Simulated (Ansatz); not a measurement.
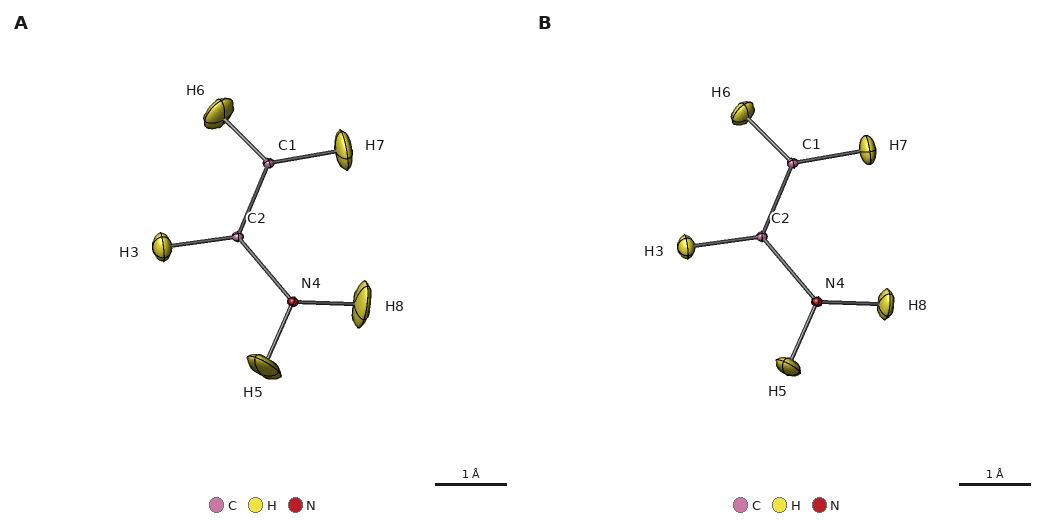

Displacement ellipsoids at the 50 % level, from the internal vibrations of the free molecule (harmonic, no overall translation or rotation; no half-axis is drawn under 0.075 Å). Vibrations computed with RKS PBE0-D4/def2-TZVP (Ansatz 0.2.0). One panel is for 200 K, the other for 900 K.

**Which panel is for 900 K?**

A.

**How much does the mean-square displacement of H5 grow, and why?**

U_eq goes from 0.0190 to 0.0461 Å², a factor of 2.4. Modes below kT (626 cm⁻¹ at 900 K) grow about in proportion to T, and the lowest lies at 361 cm⁻¹; the mean-square amplitude of a mode is its zero-point value times coth(ħω/2kT), which comes close to 1 only above about 3kT.
